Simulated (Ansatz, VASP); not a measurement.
# Cross-check of GeBi between VASP and Ansatz, part 2 of 2

Wanted: the spread between two codes on one cell, functional and k mesh. The cell is invented: As first built, before any earlier steps moved the atoms (in the runner's words): it takes the SnP structure with all of its atoms replaced by other elements, volume scaled by an estimate. It may not be a known or stable phase. The cell is taken from a series of VASP runs on this material, whose earlier steps may have relaxed, scaled or displaced it; both programs get it as it stands. Valence electrons are named where the data sets of a main pair hold unlike numbers.

VASP 6.6.1 and Ansatz 0.2.0.

So far: The structure; Ansatz: band structure, PBEsol; VASP: band structure, PBEsol; Differences; Ansatz: band structure, PBE, spin-orbit coupling.

### 6. VASP: band structure, PBE, spin-orbit coupling

Level of this step: PBE, spin-orbit coupling; plane waves and PAW (Bi_d, Ge_d); invented cell (VASP).

The same cell, functional, mesh and smearing now go to VASP, with its own data sets.

INCAR

```
SYSTEM = GeBi
PREC = Accurate
ENCUT = 410
EDIFF = 1E-06
NELM = 100
ISMEAR = 0
SIGMA = 0.02
LREAL = .FALSE.
ALGO = Normal
GGA = PE
LNONCOLLINEAR = .TRUE.
MAGMOM = 0 0 0 0 0 0
NBANDS = 40
GGA_COMPAT = .FALSE.
LASPH = .TRUE.
LSORBIT = .TRUE.
LORBIT = 11
LWAVE = .FALSE.
LCHARG = .FALSE.
KPAR = 4
```

POSCAR

```
GeBi
1.0
    0.0000000000      3.0005849367      3.0005849367
    3.0005849367      0.0000000000      3.0005849367
    3.0005849367      3.0005849367      0.0000000000
Bi Ge
1 1
Direct
    0.0000000000      0.0000000000      0.0000000000
    0.5000000000      0.5000000000      0.5000000000
```

KPOINTS

```
Automatic mesh
0
Gamma
5 5 5
0 0 0
```

KPOINTS_OPT

```
Line mode
16
Line-mode
Reciprocal
  0.00000000   0.00000000   0.00000000 GAMMA
  0.50000000   0.00000000   0.50000000 X

  0.50000000   0.00000000   0.50000000 X
  0.50000000   0.25000000   0.75000000 W

  0.50000000   0.25000000   0.75000000 W
  0.37500000   0.37500000   0.75000000 K

  0.37500000   0.37500000   0.75000000 K
  0.00000000   0.00000000   0.00000000 GAMMA

  0.00000000   0.00000000   0.00000000 GAMMA
  0.50000000   0.50000000   0.50000000 L

  0.50000000   0.50000000   0.50000000 L
  0.62500000   0.25000000   0.62500000 U

  0.62500000   0.25000000   0.62500000 U
  0.50000000   0.25000000   0.75000000 W

  0.50000000   0.25000000   0.75000000 W
  0.50000000   0.50000000   0.50000000 L

  0.50000000   0.50000000   0.50000000 L
  0.37500000   0.37500000   0.75000000 K

  0.62500000   0.25000000   0.62500000 U
  0.50000000   0.00000000   0.50000000 X
```

The projector-augmented-wave data sets are Bi_d and Ge_d (PBE family, release 64).

The run is started by

```bash
mpirun -np 4 vasp_ncl
```

Numbers of over 12 decimals in the logs are rounded to 6 here.

What it wrote:

```text
[banner, memory and clock lines left out]
running    4 mpi-ranks, on    1 nodes
[...]
LDA part: xc-table for (Slater+PW92), standard interpolation
 POSCAR, INCAR and KPOINTS ok, starting setup
[...]
entering main loop
       N       E                     dE             d eps       ncg     rms          rms(c)
DAV:   1     0.300887025838E+03    0.30089E+03   -0.12706E+04   968   0.270E+03
DAV:   2     0.487493866330E+02   -0.25214E+03   -0.24340E+03   800   0.766E+02
DAV:   3    -0.497249440706E+01   -0.53722E+02   -0.53169E+02   936   0.223E+02
DAV:   4    -0.861318475654E+01   -0.36407E+01   -0.36339E+01   936   0.679E+01
[...]
DAV:   9    -0.873186509088E+01   -0.64654E-04   -0.15450E-04  1024   0.182E-01    0.292E-02
DAV:  10    -0.873188807486E+01   -0.22984E-04   -0.37798E-05  1000   0.104E-01    0.122E-02
DAV:  11    -0.873188759385E+01    0.48101E-06   -0.88283E-06   968   0.341E-02
   1 F= -.87318876E+01 E0= -.87305829E+01  d E =-.260940E-02  mag=    -0.0000    -0.0000     0.0000
 Start KPOINTS_OPT (optional k-point list driver)
k-point batch [1-10\160]
       N       E                     dE             ncg
DAV:   1    -0.256856088896E+03   -0.16948E+04      952
DAV:   2    -0.271890343609E+04   -0.24620E+04      800
DAV:   3    -0.324220821412E+04   -0.52330E+03      872
DAV:   4    -0.327395480483E+04   -0.31747E+02     1032
DAV:   5    -0.327491982333E+04   -0.96502E+00     1104
DAV:   6    -0.327494868176E+04   -0.28858E-01     1152
DAV:   7    -0.327494923705E+04   -0.55528E-03     1144
DAV:   8    -0.327494926559E+04   -0.28542E-04     1216
DAV:   9    -0.327494926597E+04   -0.38345E-06      728
[...]
k-point batch [151-160\160]
       N       E                     dE             ncg
DAV:   1    -0.328905423889E+03   -0.89584E+04      960
DAV:   2    -0.285421749495E+04   -0.25253E+04      808
DAV:   3    -0.336424488388E+04   -0.51003E+03      952
DAV:   4    -0.339581295086E+04   -0.31568E+02      960
DAV:   5    -0.339684825333E+04   -0.10353E+01     1128
DAV:   6    -0.339687935357E+04   -0.31100E-01     1136
DAV:   7    -0.339687992612E+04   -0.57255E-03     1136
DAV:   8    -0.339687995368E+04   -0.27560E-04     1128
DAV:   9    -0.339687995416E+04   -0.47689E-06      664
```

OUTCAR, selected parts (step 6):

```text
  Total        0.3253854      0.3253854      0.3253854     -0.0000000      0.0000000     -0.0000000
  in kB        9.6485235      9.6485235      9.6485235     -0.0000000      0.0000000     -0.0000000
  external PRESSURE =       9.6485235 kB  Pullay stress =       0.0000000 kB

 POSITION                                       TOTAL-FORCE (eV/Angst)
 -----------------------------------------------------------------------------------
      0.00000      0.00000      0.00000         0.000000     -0.000000      0.000000
      3.00058      3.00058      3.00058        -0.000000      0.000000     -0.000000
 -----------------------------------------------------------------------------------
    total drift:                                0.000000      0.000000      0.000000

  FREE ENERGIE OF THE ION-ELECTRON SYSTEM (eV)
  ---------------------------------------------------
  free  energy   TOTEN  =        -8.7318875939 eV

  energy  without entropy=       -8.7292781896  energy(sigma->0) =       -8.73058289

 magnetization (x)
# of ion       s       p       d       tot
------------------------------------------
    1       -0.000  -0.000   0.000  -0.000
    2        0.000   0.000   0.000   0.000
--------------------------------------------------
tot         -0.000  -0.000   0.000  -0.000

 magnetization (y)
# of ion       s       p       d       tot
------------------------------------------
    1        0.000   0.000   0.000   0.000
    2       -0.000   0.000   0.000  -0.000
--------------------------------------------------
tot          0.000   0.000   0.000   0.000

 magnetization (z)
# of ion       s       p       d       tot
------------------------------------------
    1       -0.000   0.000  -0.000  -0.000
    2        0.000   0.000   0.000   0.000
--------------------------------------------------
tot         -0.000   0.000  -0.000  -0.000

[... 1 part as in an earlier step ...]

[... 2 further parts left out ...]
[key lines of the parts left out:]
E-fermi :   6.5411
```

The run ends at a pressure of 0.96 GPa.

### 7. Comparison

What differs besides the data sets and the points named for the pairs above, as far as they apply: spin-orbit coupling enters by fully relativistic files in Ansatz and inside the spheres in VASP. Total energies have different zeros and are not compared.

The two programs side by side:

```
      quantity  Ansatz  VASP  difference
pressure (GPa)    1.25  0.96       +0.29
```

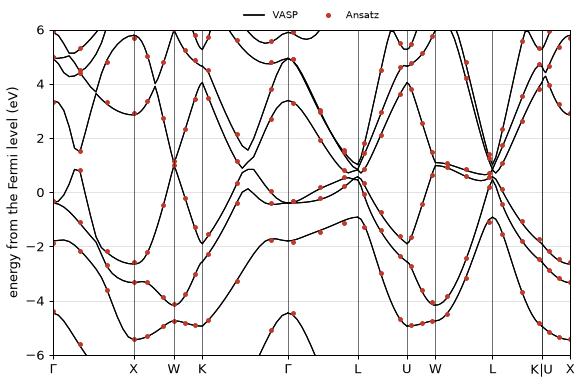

Bands from VASP (lines) and levels from Ansatz (dots). Dots without a line are higher empty bands that the VASP plot leaves out.

Levels from 3 eV below to 2 eV above the Fermi level differ by 50 meV r.m.s. and 78 meV at most; each VASP level is matched to the nearest of Ansatz, which flatters the figure a little.

### 8. Ansatz: band structure, r2SCAN, spin-orbit coupling

A single point gives forces, pressure and levels at one fixed geometry, so differences don't come from the geometry; what else differs is listed under the comparison.

The cell is taken from a series of VASP runs on this material, whose earlier steps may have relaxed, scaled or displaced it; both programs get it as it stands.

input.yaml

```yaml
crystal:
  lattice:
    - [0.0, 3.0005849367, 3.0005849367]
    - [3.0005849367, 0.0, 3.0005849367]
    - [3.0005849367, 3.0005849367, 0.0]
  atoms:
    - { symbol: Bi, position: [0.0, 0.0, 0.0] }
    - { symbol: Ge, position: [0.5, 0.5, 0.5] }
hamiltonian:
  xc: r2scan
  pseudopotentials: { kind: paw_fr }
magnetization:
  noncollinear: true
  spin_orbit: true
kpoints:
  mp_grid: { grid: [5, 5, 5] }
  band_path:
    path:
      - [0.0, 0.0, 0.0]
      - [0.16667, 0.0, 0.16667]
      - [0.33333, 0.0, 0.33333]
      - [0.5, 0.0, 0.5]
      - [0.5, 0.08333, 0.58333]
      - [0.5, 0.18333, 0.68333]
      - [0.5, 0.25, 0.75]
      - [0.45, 0.3, 0.75]
      - [0.40833, 0.34167, 0.75]
      - [0.35, 0.35, 0.7]
      - [0.225, 0.225, 0.45]
      - [0.075, 0.075, 0.15]
      - [0.03333, 0.03333, 0.03333]
      - [0.23333, 0.23333, 0.23333]
      - [0.4, 0.4, 0.4]
      - [0.51667, 0.46667, 0.51667]
      - [0.55833, 0.38333, 0.55833]
      - [0.60833, 0.28333, 0.60833]
      - [0.60833, 0.25, 0.64167]
      - [0.55833, 0.25, 0.69167]
      - [0.51667, 0.25, 0.73333]
      - [0.5, 0.3, 0.7]
      - [0.5, 0.38333, 0.61667]
      - [0.5, 0.48333, 0.51667]
      - [0.475, 0.475, 0.55]
      - [0.425, 0.425, 0.65]
      - [0.38333, 0.38333, 0.73333]
      - [0.59167, 0.18333, 0.59167]
      - [0.55, 0.1, 0.55]
      - [0.5, 0.0, 0.5]
    npoints: 1
scf:
  occupations: { method: gaussian, width: 0.02 }
  n_extra_bands: 14
output:
  forces: true
  stress: true
  eigenvalues: true
```

The run is started by

```bash
ansatz run input.yaml --threads 2 --pin off --max-ram 4608MiB --backend cpu --events-out ev --progress --plain --runs-dir out
```

What it wrote:

```text
[...]
Crystal: 2 atoms, lattice volume = 54.032 Å³
Basis set: ecut = 500 eV, 1363 PW (Γ), exchange–correlation on 128×128×128 points (64 copies of the dense FFT grid, shifted against one another)
Bands: 43, of which v1, the nominal top of the filled ones, is band 29 counted from 1 (28 counted from 0)
[...]
k-point 1: bands = [... 25 lower, 8.4643, 9.7145, 9.7145, 10.2210, 10.2210, 12.4417, 12.4417, 13.6053, ... 10 higher]
  k-point 2: bands = [... 25 lower, 8.9288, 10.2609, 10.2609, 10.7262, 10.7262, 11.0329, 11.0329, 11.5829, ... 10 higher]
  k-point 9: bands = [... 25 lower, 5.6477, 6.3196, 6.3196, 10.1240, 10.1240, 12.1480, 12.1480, 15.7457, ... 10 higher]
[key lines of the parts left out:]
SCF converged after 6 iterations
Magnetization: |M| = 0.0000 μB,  M = (+0.0000, +0.0000, +0.0000) μB
Free energy (F): -16676.902852 eV
Fermi energy:    10.106108 eV
P = ⅓ Tr σ = -0.2995 GPa (-2.995 kbar)
```

The job ended after 14 s (2 threads of Arm Neoverse V2, shared host; peak memory 0.63 GiB).

### 9. VASP: band structure, r2SCAN, spin-orbit coupling

The same cell, functional, mesh and smearing now go to VASP, with its own data sets.

Changes to INCAR since step 6:

```diff
@@ -9,3 +9,4 @@
 ALGO = Normal
-GGA = PE
+METAGGA = R2SCAN
+LASPH = .TRUE.
 LNONCOLLINEAR = .TRUE.
@@ -14,3 +15,2 @@
 GGA_COMPAT = .FALSE.
-LASPH = .TRUE.
 LSORBIT = .TRUE.
```

POSCAR is that of step 6.

KPOINTS is that of step 6.

KPOINTS_OPT is that of step 6.

The run is started by

```bash
mpirun -np 4 vasp_ncl
```

What it wrote:

```text
[banner, memory and clock lines left out]
running    4 mpi-ranks, on    1 nodes
[...]
[... a notice as in an earlier step ...]

 LDA part: xc-table for (None), standard interpolation
 POSCAR, INCAR and KPOINTS ok, starting setup
[...]
entering main loop
       N       E                     dE             d eps       ncg     rms          rms(c)
DAV:   1     0.241720055218E+03    0.24172E+03   -0.12993E+04   968   0.277E+03
DAV:   2    -0.182542386599E+02   -0.25997E+03   -0.25082E+03   800   0.788E+02
DAV:   3    -0.734520336739E+02   -0.55198E+02   -0.54614E+02   936   0.229E+02
DAV:   4    -0.772034003399E+02   -0.37514E+01   -0.37447E+01   936   0.691E+01
[...]
DAV:  11    -0.725099452955E+02    0.17651E-04   -0.21701E-04  1088   0.203E-01    0.127E-02
DAV:  12    -0.725099425712E+02    0.27244E-05   -0.22251E-05   960   0.593E-02    0.658E-03
DAV:  13    -0.725099420407E+02    0.53051E-06   -0.33120E-06   920   0.279E-02
   1 F= -.72509942E+02 E0= -.72508815E+02  d E =-.225432E-02  mag=    -0.0000    -0.0000     0.0000
 Start KPOINTS_OPT (optional k-point list driver)
k-point batch [1-10\160]
       N       E                     dE             ncg
DAV:   1    -0.341825625061E+03   -0.17798E+04      960
DAV:   2    -0.289412947629E+04   -0.25523E+04      800
DAV:   3    -0.343398629872E+04   -0.53986E+03      864
DAV:   4    -0.346676863480E+04   -0.32782E+02     1024
DAV:   5    -0.346782204246E+04   -0.10534E+01     1112
DAV:   6    -0.346785417912E+04   -0.32137E-01     1176
DAV:   7    -0.346785478431E+04   -0.60519E-03     1136
DAV:   8    -0.346785481582E+04   -0.31506E-04     1256
DAV:   9    -0.346785481626E+04   -0.43866E-06      736
[...]
k-point batch [151-160\160]
       N       E                     dE             ncg
DAV:   1    -0.401668493180E+03   -0.90312E+04      952
DAV:   2    -0.303058102180E+04   -0.26289E+04      808
DAV:   3    -0.355995193591E+04   -0.52937E+03      944
DAV:   4    -0.359330452034E+04   -0.33353E+02      960
DAV:   5    -0.359444332962E+04   -0.11388E+01     1128
DAV:   6    -0.359447639167E+04   -0.33062E-01     1144
DAV:   7    -0.359447705448E+04   -0.66280E-03     1144
DAV:   8    -0.359447708596E+04   -0.31489E-04     1160
DAV:   9    -0.359447708658E+04   -0.61867E-06      712
```

Parts of OUTCAR (step 9):

```text
  Total       -0.1597685     -0.1597685     -0.1597685      0.0000000      0.0000000      0.0000000
  in kB       -4.7375504     -4.7375504     -4.7375504      0.0000000      0.0000000      0.0000000
  external PRESSURE =      -4.7375504 kB  Pullay stress =       0.0000000 kB

 POSITION                                       TOTAL-FORCE (eV/Angst)
 -----------------------------------------------------------------------------------
      0.00000      0.00000      0.00000         0.000000      0.000000      0.000000
      3.00058      3.00058      3.00058        -0.000000     -0.000000     -0.000000
 -----------------------------------------------------------------------------------
    total drift:                                0.000000      0.000000      0.000000

  FREE ENERGIE OF THE ION-ELECTRON SYSTEM (eV)
  ---------------------------------------------------
  free  energy   TOTEN  =       -72.5099420407 eV

  energy  without entropy=      -72.5076877180  energy(sigma->0) =      -72.50881488

 magnetization (x)
# of ion       s       p       d       tot
------------------------------------------
    1        0.000  -0.000  -0.000  -0.000
    2       -0.000   0.000   0.000   0.000
--------------------------------------------------
tot         -0.000  -0.000   0.000  -0.000

 magnetization (y)
# of ion       s       p       d       tot
------------------------------------------
    1       -0.000  -0.000   0.000  -0.000
    2       -0.000  -0.000   0.000  -0.000
--------------------------------------------------
tot         -0.000  -0.000   0.000  -0.000

 magnetization (z)
# of ion       s       p       d       tot
------------------------------------------
    1       -0.000   0.000   0.000   0.000
    2        0.000   0.000   0.000   0.000
--------------------------------------------------
tot         -0.000   0.000   0.000   0.000

[... 2 parts as in an earlier step ...]

[... 1 further part left out ...]
[key lines of the parts left out:]
E-fermi :   6.4377
```

The run ends at a pressure of -0.47 GPa.

### 10. Differences

What differs besides the data sets and the points named for the pairs above, as far as they apply: VASP keeps PBE cores, Ansatz makes them for the functional; the cutoff is 500 eV in Ansatz and 410 eV in VASP. Total energies have different zeros and are not compared.

Both answers:

```
      quantity  Ansatz   VASP  difference
pressure (GPa)   -0.30  -0.47       +0.17
```

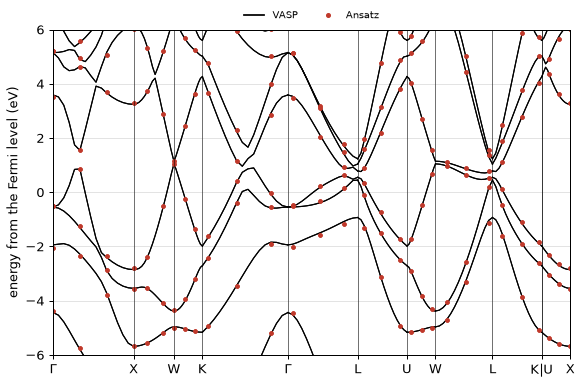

Bands from VASP (lines) and levels from Ansatz (dots). Dots without a line are higher empty bands that the VASP plot leaves out.

Levels from 3 eV below to 2 eV above the Fermi level differ by 44 meV r.m.s. and 102 meV at most; each VASP level is matched to the nearest of Ansatz, which flatters the figure a little. Ansatz's pressure holds a Pulay correction of 0.04 GPa; VASP's holds none.

### 11. Outcome

```yaml
r_m_s_difference_of_levels_near_the_fermi_level_band_structure_pbesol: 1.0 meV
r_m_s_difference_of_levels_near_the_fermi_level_band_structure_pbe_spin_orbit_coupling: 50 meV
r_m_s_difference_of_levels_near_the_fermi_level_band_structure_r2scan_spin_orbit_coupling: 44 meV
```

What this shows: The r.m.s. difference of levels near the Fermi level is 50 meV (band structure, PBE, spin-orbit coupling), within the 80 meV picked in this series as the mark of a large difference. How closely two codes agree says nothing of how well the functional describes the real material.

[Lines on the potential files, build, host, timing and source positions are cut from VASP's logs without a mark.]

[Logs are printed without paths, hosts, clocks, repeated set-up lines and the standing remarks that a program may print on its own settings, such as how far it seeks lower states.]

[Hosts, paths, dates, database ids (printed as entryN), source tags and the programs' standing remarks are cut or masked in the printed files.]
